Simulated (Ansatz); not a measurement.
```xyz
10

Si    0.0765   -0.4747   -0.4107
N     0.3370    0.1966    2.5249
H    -0.5149    0.2467    3.0575
H     1.0543    0.6602    3.0562
H     1.2107    0.4618   -0.3665
H    -1.1931    0.1793   -0.0488
H    -0.0630   -0.9520   -1.8173
O     0.3717   -1.8405    0.5103
H     0.3036   -2.6703    0.0682
H     0.5898   -0.7964    2.4493
```

Not at a stationary point (largest force 1.0 eV/Å).

Method: RHF/def2-SVP in Ansatz 0.2.0.

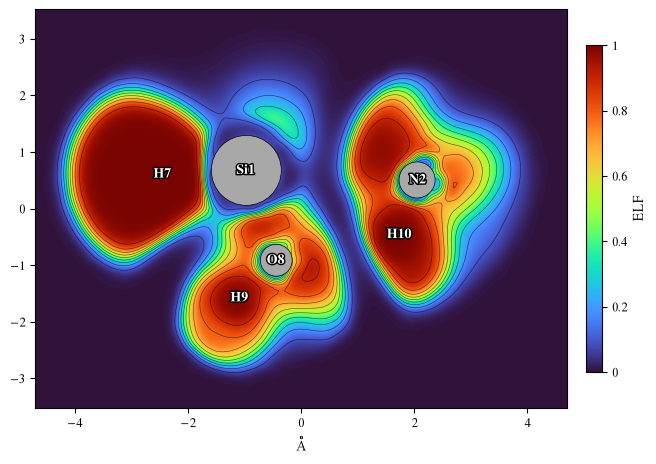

H4OSi···NH3. Electron localisation function on the plane of atoms H7, Si1 and O8. Grey discs cover the atomic cores.

### What do the fields say about this system?

- Atoms in the plane: Si, N, H and O.
- Si1···N2 (3.02 Å): the ELF is about 0.05 at the midpoint.
- Si–O (1.67 Å): the ELF peaks at about 0.90 between the atoms: a polar covalent bond.
- O–H (0.94 Å): the ELF climbs to about 1 towards the hydrogen, as it does in any bond to H: a covalent bond by its length.
- N–H (1.03 Å): the ELF climbs to about 1 towards the hydrogen; a covalent bond by its length.
- Si–H (1.49 Å): the ELF climbs to about 1 towards the hydrogen.
- The ELF also peaks beside O8 and N2, away from the bonds: lone-pair regions.
